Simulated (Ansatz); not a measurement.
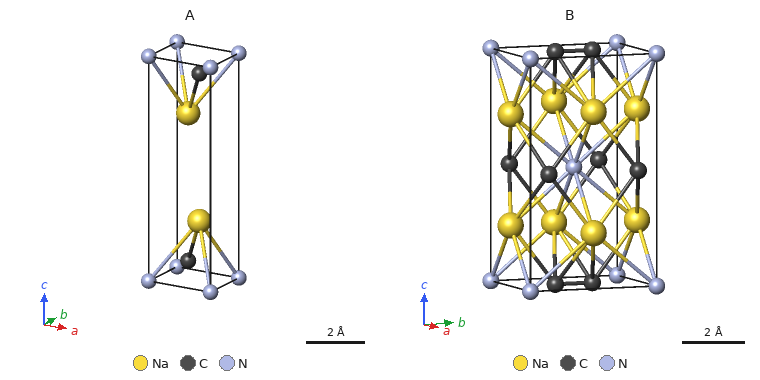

Two structures of Na$_{2}$C$_{2}$N, each relaxed to rest (conventional cells in solid outline, small ones repeated, not to one scale). Method: DFT PBE, scalar-relativistic, plane waves, PAW in Ansatz 0.2.0, without spin polarisation.

What are the two structures?

Answer. A: 5 atoms a cell on a primitive hexagonal lattice, P-3m1. B: 10 atoms a cell on a body-centred orthorhombic lattice, Immm.

Which is the more stable form at this level of theory?

Answer. B is lower, by 846 meV/atom at this level of theory (energies at zero smearing). Volumes: A 14.4, B 11.5 Å³/atom.

One or both may be structure types tried for this composition rather than known phases.
